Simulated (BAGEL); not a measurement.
# C2H6O (ethanol): levels of theory compared

Aim: a comparison of 4 runs (B3LYP/6-31G*, B3LYP/cc-pVDZ, PBE0/cc-pVDZ, RI-MP2/cc-pVDZ) of C2H6O (ethanol). 

Program for the calculation: BAGEL 1.2.2.

1 further run of the same task is left out (it didn't finish). Runs told in other sessions of the task aren't counted.

## Step 1: Starting point

The species is C2H6O (9 atoms), meant as a singlet with charge 0. SMILES: `CCO`. Geometry: relaxed at PBE0-D4/def2-TZVP. This is one conformer, not always the lowest.

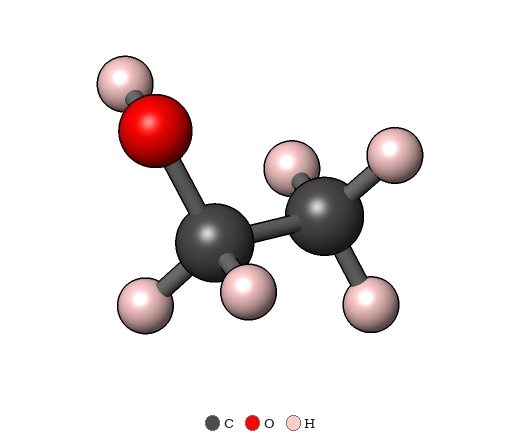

The structure, seen from a chosen angle (carbon dark grey, oxygen red, hydrogen pink).

## Step 2: The energy at B3LYP/6-31G(d) (density fitting with qzvpp-jkfit, spherical functions) (run 1)

input.json

```json
{ "bagel": [

{
  "title": "molecule",
  "basis": "6-31gs.json",
  "df_basis": "qzvpp-jkfit",
  "angstrom": "true",
  "geometry": [
    { "atom": "C", "xyz": [   -0.536400,    0.571600,   -0.468400 ] },
    { "atom": "C", "xyz": [    0.307400,   -0.600000,   -0.015300 ] },
    { "atom": "O", "xyz": [    1.205500,   -0.261400,    1.021600 ] },
    { "atom": "H", "xyz": [   -1.182000,    0.285400,   -1.302900 ] },
    { "atom": "H", "xyz": [    0.097600,    1.400900,   -0.789000 ] },
    { "atom": "H", "xyz": [   -1.181600,    0.928100,    0.340800 ] },
    { "atom": "H", "xyz": [    0.932300,   -0.956600,   -0.837500 ] },
    { "atom": "H", "xyz": [   -0.337800,   -1.437600,    0.285600 ] },
    { "atom": "H", "xyz": [    0.695000,    0.069600,    1.765000 ] }
  ]
},
{ "title": "ks", "xc_func": "b3lyp", "charge": 0 },
{ "title": "print", "file": "orbitals.molden", "orbitals": "true" }

]}
```

The basis set 6-31G* is read from a file made from the Basis Set Exchange's data (not shown).

Command:

```bash
BAGEL_NUM_THREADS=1 BAGEL input.json > input.out
```

Log:

```text
* using 1 threads per process

  ===============================================================
  ===============================================================

  *** Geometry ***

  { "atom" : "C", "xyz" : [     -1.013649,      1.080167,     -0.885148 ] },
  { "atom" : "C", "xyz" : [      0.580902,     -1.133836,     -0.028913 ] },
  { "atom" : "O", "xyz" : [      2.278065,     -0.493974,      1.930544 ] },
[... 5 lines of this table left out ...]
  { "atom" : "H", "xyz" : [      1.313360,      0.131525,      3.335367 ] },

  Number of auxiliary basis functions:      335

  Since a DF basis is specified, we compute 2- and 3-index integrals:
    o Being stored without compression. Storage requirement is 0.008 GB

  Number of basis functions:       54
  Number of electrons      :       26

    * METHOD: MOLECULE                             0.10

  *** Kohn-Sham DFT ***

    * Removing 16135 points whose weight is below 1.00e-10
    * Grid points: 118019

  === Nuclear Repulsion ===
    81.9676400958

       - DIIS with orbital gradients will be used.

  === KS iteration (b3lyp / 6-31gs.json) ===
      0       -132.77425307          0.17593197           0.22
      1       -124.67271347          0.16926468           0.22
      2       -123.61994271          0.22470743           0.21
[... 15 lines of this table left out ...]
     18       -155.03119361          0.00000001           0.22
    * SCF iteration converged.

    * Permanent dipole moment:
           (    0.638193,    -0.106802,    -0.041399) a.u.

    * METHOD: KS                                   4.67

    * METHOD: PRINT                                0.01

  ===============================================================
```

Run time: 5.1 s. Hardware: 1 thread of Arm Neoverse V1, shared host; peak memory 0.3 GiB.

## Step 3: The energy at B3LYP/cc-pVDZ (density fitting with qzvpp-jkfit) (run 2)

dft.json

```json
{ "bagel": [

{
  "title": "molecule",
  "basis": "cc-pvdz.json",
  "df_basis": "qzvpp-jkfit",
  "angstrom": true,
  "geometry": [
    { "atom": "C", "xyz": [      -0.536400,       0.571600,      -0.468400 ] },
    { "atom": "C", "xyz": [       0.307400,      -0.600000,      -0.015300 ] },
    { "atom": "O", "xyz": [       1.205500,      -0.261400,       1.021600 ] },
    { "atom": "H", "xyz": [      -1.182000,       0.285400,      -1.302900 ] },
    { "atom": "H", "xyz": [       0.097600,       1.400900,      -0.789000 ] },
    { "atom": "H", "xyz": [      -1.181600,       0.928100,       0.340800 ] },
    { "atom": "H", "xyz": [       0.932300,      -0.956600,      -0.837500 ] },
    { "atom": "H", "xyz": [      -0.337800,      -1.437600,       0.285600 ] },
    { "atom": "H", "xyz": [       0.695000,       0.069600,       1.765000 ] }
  ]
},

{ "title": "ks", "xc_func": "b3lyp" },

{ "title": "print", "file": "orbitals.molden", "orbitals": true }

]}
```

The basis set cc-pVDZ is read from a file made from the Basis Set Exchange's data (not shown).

Command:

```bash
BAGEL_NUM_THREADS=1 BAGEL dft.json > dft.out
```

Log:

```text
* using 1 threads per process

  ===============================================================
  ===============================================================

  *** Geometry ***

  { "atom" : "C", "xyz" : [     -1.013649,      1.080167,     -0.885148 ] },
  { "atom" : "C", "xyz" : [      0.580902,     -1.133836,     -0.028913 ] },
  { "atom" : "O", "xyz" : [      2.278065,     -0.493974,      1.930544 ] },
[... 5 lines of this table left out ...]
  { "atom" : "H", "xyz" : [      1.313360,      0.131525,      3.335367 ] },

  Number of auxiliary basis functions:      335

  Since a DF basis is specified, we compute 2- and 3-index integrals:
    o Being stored without compression. Storage requirement is 0.014 GB

  Number of basis functions:       72
  Number of electrons      :       26

    * METHOD: MOLECULE                             0.11

  *** Kohn-Sham DFT ***

    * Removing 16135 points whose weight is below 1.00e-10
    * Grid points: 118019

  === Nuclear Repulsion ===
    81.9676400958

       - DIIS with orbital gradients will be used.

  === KS iteration (b3lyp / cc-pvdz.json) ===
      0       -131.61579301          0.11168871           0.29
      1       -118.77151481          0.20109537           0.29
      2       -122.47000552          0.17214396           0.29
[... 14 lines of this table left out ...]
     17       -155.04345000          0.00000000           0.27
    * SCF iteration converged.

    * Permanent dipole moment:
           (    0.582518,    -0.091639,    -0.049458) a.u.

    * METHOD: KS                                   5.67

    * METHOD: PRINT                                0.01

  ===============================================================
```

Wall time 6 s (1 thread of Arm Neoverse V1, shared host); peak memory 0.38 GiB.

Run 3 isn't shown in full; the table further down has it.

## Step 4: A single-point energy at RI-MP2/cc-pVDZ (density fitting with qzvpp-jkfit) (run 4)

mp2.json

```json
{ "bagel": [

{
  "title": "molecule",
  "basis": "cc-pvdz.json",
  "df_basis": "qzvpp-jkfit",
  "angstrom": true,
  "geometry": [
    { "atom": "C", "xyz": [   -0.536400,    0.571600,   -0.468400 ] },
    { "atom": "C", "xyz": [    0.307400,   -0.600000,   -0.015300 ] },
    { "atom": "O", "xyz": [    1.205500,   -0.261400,    1.021600 ] },
    { "atom": "H", "xyz": [   -1.182000,    0.285400,   -1.302900 ] },
    { "atom": "H", "xyz": [    0.097600,    1.400900,   -0.789000 ] },
    { "atom": "H", "xyz": [   -1.181600,    0.928100,    0.340800 ] },
    { "atom": "H", "xyz": [    0.932300,   -0.956600,   -0.837500 ] },
    { "atom": "H", "xyz": [   -0.337800,   -1.437600,    0.285600 ] },
    { "atom": "H", "xyz": [    0.695000,    0.069600,    1.765000 ] }
  ]
},
{ "title": "hf" },
{ "title": "mp2", "ncore": 3 }

]}
```

The basis set cc-pVDZ is read from a file made from the Basis Set Exchange's data (not shown).

Command:

```bash
BAGEL_NUM_THREADS=1 BAGEL mp2.json > mp2.out
```

Log:

```text
* using 1 threads per process

  ===============================================================
  ===============================================================

  *** Geometry ***

  { "atom" : "C", "xyz" : [     -1.013649,      1.080167,     -0.885148 ] },
  { "atom" : "C", "xyz" : [      0.580902,     -1.133836,     -0.028913 ] },
  { "atom" : "O", "xyz" : [      2.278065,     -0.493974,      1.930544 ] },
[... 5 lines of this table left out ...]
  { "atom" : "H", "xyz" : [      1.313360,      0.131525,      3.335367 ] },

[... 23 lines left out ...]
    * SCF iteration converged.
[... 1 line left out ...]
    * Permanent dipole moment:
[... 2 lines left out ...]
    * METHOD: HF                                   0.36

  *** RHF ***

  === Nuclear Repulsion ===
    81.9676400958

      * DIIS with orbital gradients will be used.

  === RHF iteration (cc-pvdz.json) ===
      0       -154.09228777          0.00000000           0.02
    * SCF iteration converged.

    * Permanent dipole moment:
           (    0.682090,    -0.087135,    -0.003252) a.u.

  === DF-MP2 calculation ===

    * freezing 3 orbitals
    * 3-index integral transformation done
    * assembly done

      MP2 correlation energy:   -0.4805742288      0.02

      MP2 total energy:       -154.5728620038

    * METHOD: MP2                                  0.08

  ===============================================================
```

Wall time 0.68 s (1 thread of Arm Neoverse V1, shared host).

## Step 5: Overview of the runs

```tsv
run	level	frozen core orbitals	energy (Eh)	dipole moment (D)	HOMO energy (eV)	LUMO energy (eV)	wall time
1	B3LYP/6-31G* (density fitting with qzvpp-jkfit, spherical functions)	–	-155.031194	1.65	-7.14	2.15	5.1 s
2	B3LYP/cc-pVDZ (density fitting with qzvpp-jkfit)	–	-155.043450	1.50	-7.18	1.47	6 s
3	PBE0/cc-pVDZ (density fitting with qzvpp-jkfit)	–	-154.863261	1.54	-7.48	1.86	5.4 s
4	RI-MP2/cc-pVDZ (density fitting with qzvpp-jkfit)	3	-154.572862	–	–	–	0.68 s
```

## Step 6: What came out

| quantity | value |
| --- | --- |
| run 4: total energy | -154.57286 Eh |
| run 4: correlation energy (3 core orbitals frozen) | -480.6 mEh |

What this shows: Over runs 1, 2, 3 the dipole moment (its size) runs from 1.50 D (B3LYP/cc-pVDZ) to 1.65 D (B3LYP/6-31G*). Over runs 1, 2, 3 the HOMO–LUMO gap runs from 8.65 eV (B3LYP/cc-pVDZ) to 9.34 eV (PBE0/cc-pVDZ). Totals of different functionals can't be ranked against each other. All runs together took 17 s, the longest 6 s.
